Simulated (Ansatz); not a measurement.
**ClH5SSi: density, localisation and related maps**

Input

```
crystal:
  periodic: [false, false, false]
  atoms:
    - { symbol: S, position_ang: [-0.3932, -0.7615, -2.3511] }
    - { symbol: H, position_ang: [0.5995, -0.0715, -1.8071] }
    - { symbol: H, position_ang: [-0.7047, 0.23, -3.1748] }
    - { symbol: Si, position_ang: [-0.009, 0.0559, 1.5363] }
    - { symbol: Cl, position_ang: [1.5095, 0.9352, 0.5334] }
    - { symbol: H, position_ang: [0.2394, -1.3795, 1.5315] }
    - { symbol: H, position_ang: [-1.2422, 0.3962, 0.841] }
    - { symbol: H, position_ang: [0.0007, 0.5952, 2.8907] }
basis:
  gaussian: { orbitals: def2-SVP }
hamiltonian:
  xc: b3lyp
  dispersion: d4
relax:
  f_tol: 0.02
  max_steps: 40
output:
  orbitals: {}
```

Command:

```sh
ansatz run input.yaml --threads 2 --pin off --max-ram 3072MiB --backend cpu --events-out ev --progress --plain --runs-dir out
```

The fields are those of the run's last geometry, not of the input's.

At this geometry the atoms fall into two loosely joined parts.

Level of theory: RKS B3LYP-D4/def2-SVP in Ansatz.

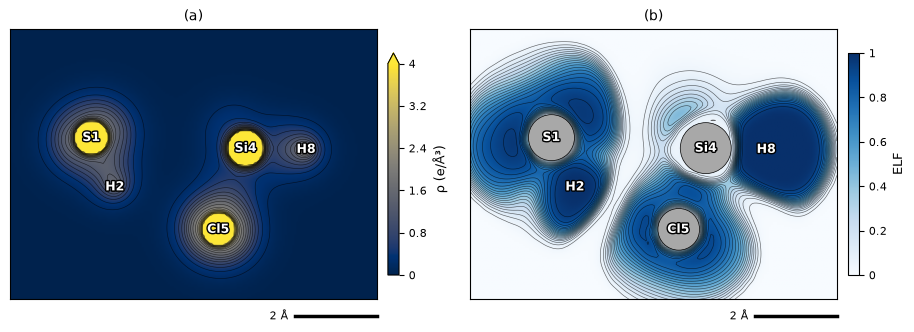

Figure 1. (a) electron density; (b) electron localisation function on the plane of atoms Cl5, Si4 and H8. Grey discs cover the atomic cores in the ELF map.

What do the fields say about this system?

Answer. Atoms in the plane: S, H, Si and Cl. Si–Cl (2.09 Å): ρ at the midpoint is about 0.8 e/Å³; the ELF peaks at about 0.90 between the atoms; a polar covalent bond. S–H (1.35 Å): the density is about 1.4 e/Å³ at the midpoint; the ELF climbs to about 1 towards the hydrogen, as it does in any bond to H. Si–H (1.49 Å): ρ at the midpoint is about 0.79 e/Å³; the ELF climbs to about 1 towards the hydrogen. The ELF also peaks beside Cl5 and S1, away from the bonds: lone-pair regions.

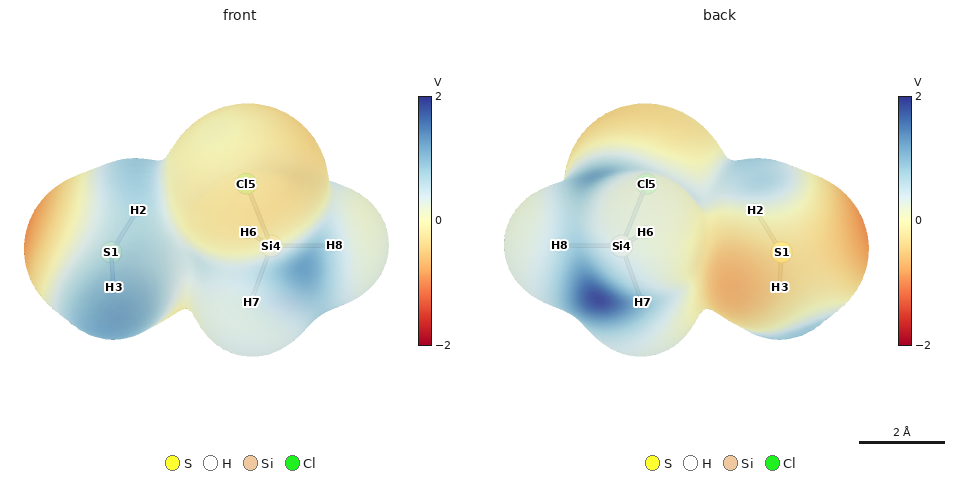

Figure 2. The molecular electrostatic potential painted on the density surface at 0.002 e/bohr³, seen from the front and from behind; the colour scale runs from red (negative) to blue (positive).

Which sites attract a positive test charge, and which a negative one?

Answer. A positive charge is drawn to the negative regions and a negative charge to the positive ones. The most negative region (about −0.9 V) lies over S1, the most positive (about +1.8 V) over Si4.

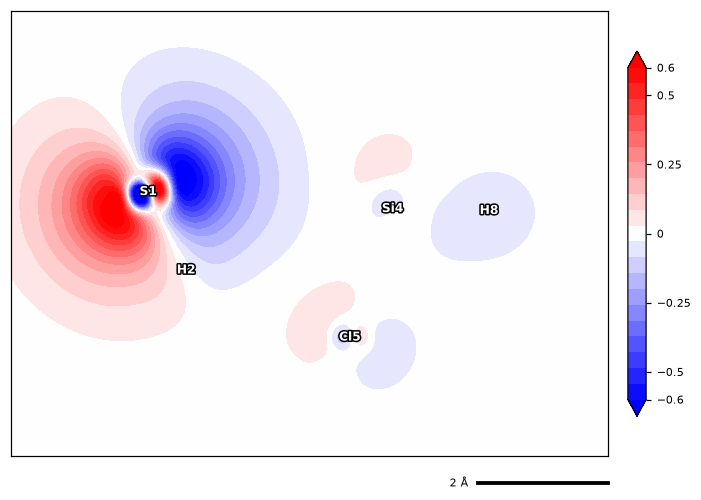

Figure 3. The HOMO on the plane of atoms Cl5, Si4 and H8 (values in Å⁻³ᐟ²; the overall sign is arbitrary).

What is the character of this orbital?

Answer. By Hirshfeld shares it lies mainly on S1 (about 90 %); largely a lone pair of S1. Its energy is −6.99 eV.
